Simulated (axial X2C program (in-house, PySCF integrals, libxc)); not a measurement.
# POH⁺: bond lengths and stretches, held linear

How do method and spin–orbit coupling move the bonds and stretches of POH⁺, held linear?

Method: all-electron X2C, two-component (2c) or spin-free, P dyall-v3z, O dyall-av3z, H dyall-v3z; program: an in-house X2C program for linear molecules on PySCF integrals.

All values are calculated.

2 further runs of the same task are left out: 2 set aside as unsound or not needed.

## 1. The job

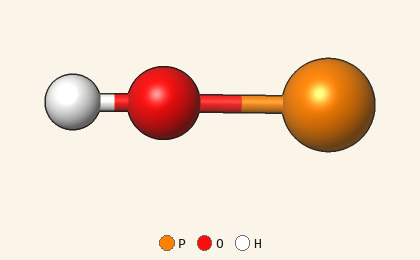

The atoms on one line, bonds 1.740 and 0.960 Å (phosphorus orange, oxygen red, hydrogen white).

Contents of task.json:

```json
{"zs": [15, 8, 1], "q": 1, "bas": ["dyall-v3z", "dyall-av3z", "dyall-v3z"], "r0": [1.74, 0.96], "symm": 0, "scan": ["PBE0", "HF", "B3LYP"], "levels": ["PBE0", "HF", "TPSSh"], "nst": 2}
```

Keys: zs atomic numbers; q charge; bas basis sets; r0 starting distance in Å; symm equal bonds; scan levels of the two-bond scan (MP2 follows by itself at each HF point); levels methods; nst determinants followed.

Command:

```
> python solin.py task.json out
```

Masses P 30.974, O 15.995, H 1.008 u.

## 2. Scan at PBE0, 2c

State: Ω = 1/2 (beyond evenly filled blocks: ω = 1/2). Energies above the lowest point, from the job's result record:

```csv
r(P–O) (Å),r(O–H) (Å),E (meV)
1.4752,0.9457,51.96
1.4752,0.9700,38.66
1.4752,0.9942,54.06
1.5130,0.9457,13.70
1.5130,0.9700,0.00
1.5130,0.9942,15.04
1.5130,1.0185,54.40
1.5508,0.9457,54.03
1.5508,0.9700,39.90
1.5508,0.9942,54.56
1.5886,0.9700,142.72
1.5886,1.0185,195.62
```

A quadratic surface with cubic terms in each bond gives the minimum at 1.511 and 0.969 Å, force constants 8.88, 7.89 and coupling -0.07 mdyn/Å.

## 3. Scan at HF, 2c

State: Ω = 1/2 (beyond evenly filled blocks: ω = 1/2). Energies above the lowest point, from the job's result record:

```csv
r(P–O) (Å),r(O–H) (Å),E (meV)
1.4752,0.9457,0.00
1.4752,0.9700,9.43
1.4752,0.9942,47.45
1.5130,0.9457,15.45
1.5130,0.9700,24.68
1.5130,0.9942,62.57
1.5130,1.0185,124.83
1.5508,0.9457,110.06
1.5508,0.9700,119.08
1.5508,0.9942,156.81
1.5886,0.9700,276.83
1.5886,1.0185,376.35
```

A quadratic surface with cubic terms in each bond gives the minimum at 1.487 and 0.951 Å, force constants 10.1, 8.83 and coupling -0.03 mdyn/Å.

## 4. Scan at B3LYP, 2c

State: Ω = 1/2 (beyond evenly filled blocks: ω = 1/2). Energies above the lowest point, from the job's result record:

```csv
r(P–O) (Å),r(O–H) (Å),E (meV)
1.4752,0.9457,69.61
1.4752,0.9700,53.37
1.4752,0.9942,65.63
1.5130,0.9457,16.64
1.5130,0.9700,0.00
1.5130,0.9942,11.91
1.5130,1.0185,47.95
1.5508,0.9457,41.68
1.5508,0.9700,24.62
1.5508,0.9942,36.14
1.5886,0.9700,111.64
1.5886,1.0185,158.06
```

A quadratic surface with cubic terms in each bond gives the minimum at 1.519 and 0.971 Å, force constants 8.48, 7.7 and coupling -0.07 mdyn/Å.

## 5. The levels side by side

| level | r(P–O) (Å) | r(O–H) (Å) | lower stretch (cm⁻¹) | upper stretch (cm⁻¹) |
| --- | --- | --- | --- | --- |
| PBE0, 2c | 1.511 | 0.969 | 1168.7 | 3769.7 |
| HF, 2c | 1.487 | 0.951 | 1245.7 | 3984.9 |
| B3LYP, 2c | 1.519 | 0.971 | 1141.7 | 3723.7 |
| MP2, 2c | 1.517 | 0.972 | 1154.6 | 3727.5 |
| PBE0, spin-free | 1.511 | 0.969 | 1168.8 | 3769.0 |
| HF, spin-free | 1.487 | 0.951 | 1245.9 | 3984.3 |
| B3LYP, spin-free | 1.519 | 0.971 | 1141.8 | 3722.9 |
| MP2, spin-free | 1.517 | 0.972 | 1154.8 | 3727.0 |

Scans not shown above were run alike.

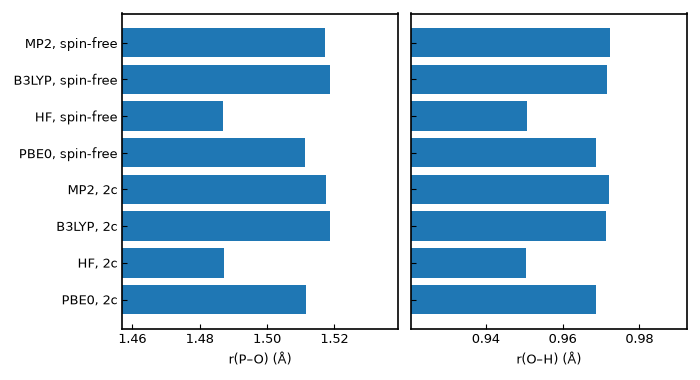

The two bond lengths by level.

In words: Over the levels the P–O bond spans 1.487 to 1.519 Å and the O–H bond 0.951 to 0.972 Å. At PBE0 spin–orbit coupling leaves both bonds unchanged to 0.001 Å. Each state is one determinant, the lowest of a limited PBE0 search; the stretches come from a fit to few points and are good to some per cent at best. MP2 freezes inner shells (threshold -2 hartree). The molecule was held linear; bending was not examined, so a bent shape may lie lower. Note: functional without a current term on a determinant with orbital currents, of the molecule or an atom.
